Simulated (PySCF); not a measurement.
## Electronic structure of FH₁₂NSi₅ (SMILES F[Si]([SiH3])([SiH3])N[SiH2][SiH3]) in real space

Input file:

```
{"job": {"kind": "nmr", "xc": "PBE0", "basis": "pcSseg-1"}, "charge": 0, "multiplicity": 1}
F     -1.857273    -0.095749     2.060231
Si    -1.403976    -0.031355     0.486775
Si    -1.893188     2.111819    -0.242941
Si    -2.262202    -1.958459    -0.479369
N      0.322369    -0.158619     0.684966
Si     1.547836    -0.146170    -0.538178
Si     3.590027     0.093037     0.495368
H     -1.054730     3.177722     0.318331
H     -1.752836     2.195554    -1.702140
H     -3.280570     2.484169     0.060114
H     -2.112537    -1.912003    -1.939275
H     -1.629063    -3.209334    -0.040571
H     -3.696507    -2.117602    -0.209095
H      0.616053    -0.440614     1.606356
H      1.147761     0.950961    -1.434667
H      1.409577    -1.371534    -1.352215
H      3.779792    -0.820875     1.630194
H      3.832043     1.439016     1.026049
H      4.687623    -0.180715    -0.437396
```

Launched as:

```sh
OMP_NUM_THREADS=1 python probes_run.py task.json out
```

Geometry: GFN2-xTB.

Level of theory: PBE0/pcSseg-1, SCF density, gas phase, non-relativistic in PySCF 2.14.0.

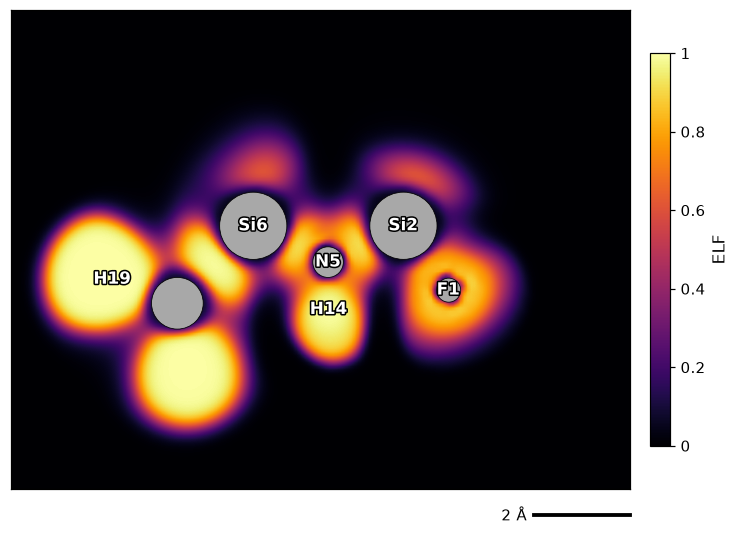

Figure 1. ELF on the plane of atoms Si2, N5 and Si6. Grey discs cover the atomic cores.

Interpret the plot.

Answer. The section cuts through F, Si, N and H sites. Si–F (1.64 Å): the ELF peaks at about 0.85 in the valence shell of F, 0.6 Å from its nucleus, and is about 0.55 at the midpoint. Si–N (1.73 Å): the ELF peaks at about 0.90 between the atoms: a shared but strongly polarised pair. N–H (1.01 Å): the ELF climbs to about 1 towards the hydrogen, as it does in any bond to H; a covalent bond by its length. The ELF also peaks beside F1, away from the bonds: lone-pair regions.

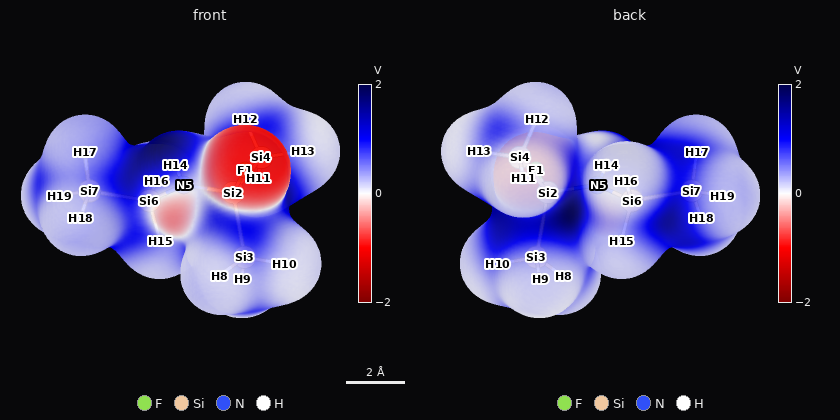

Figure 2. The molecular electrostatic potential painted on the density surface at 0.002 e/bohr³, seen from the front and from behind; red is negative and blue positive.

Which sites attract a positive test charge, and which a negative one?

Answer. A positive charge is drawn to the negative regions and a negative charge to the positive ones. The most negative region (about −1.0 V) lies over F1, the most positive (about +1.9 V) over Si2, Si6 and H14.
